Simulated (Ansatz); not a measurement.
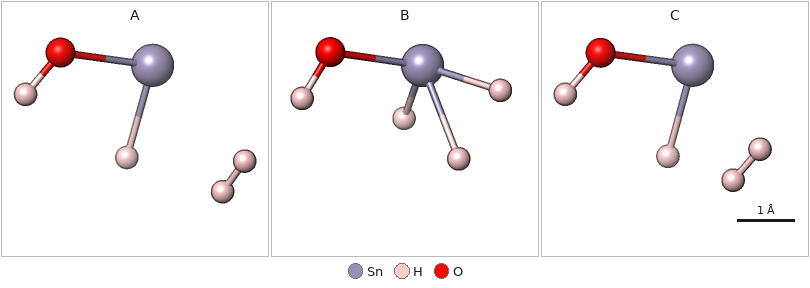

3 geometries from a converged minimum-energy path of SnH$_{4}$O, shuffled. Style: ball-and-stick. Shown at a tilt.

These are results of Ansatz, RKS CAM-B3LYP/def2-SVP, not measurements. Set-up: 5 movable images; climbing image; force threshold 0.05 eV/Å; iteration limit 60; starting path through a guess of the saddle point.

Which of them lies highest in energy?

B. In order along the path, whose images run from 0 to 6: B (image 3, +238.1 kJ/mol), C (image 5, +34.5 kJ/mol), A (image 6, +32.8 kJ/mol). Breaking: 2 H–Sn (1.70–1.71 → 2.92–2.95 Å). Forming: H–H (2.84 → 0.77 Å).

Cost: 2.5 min on 1 thread of Arm Neoverse V1, with other jobs on the host, peak memory 0.13 GiB.
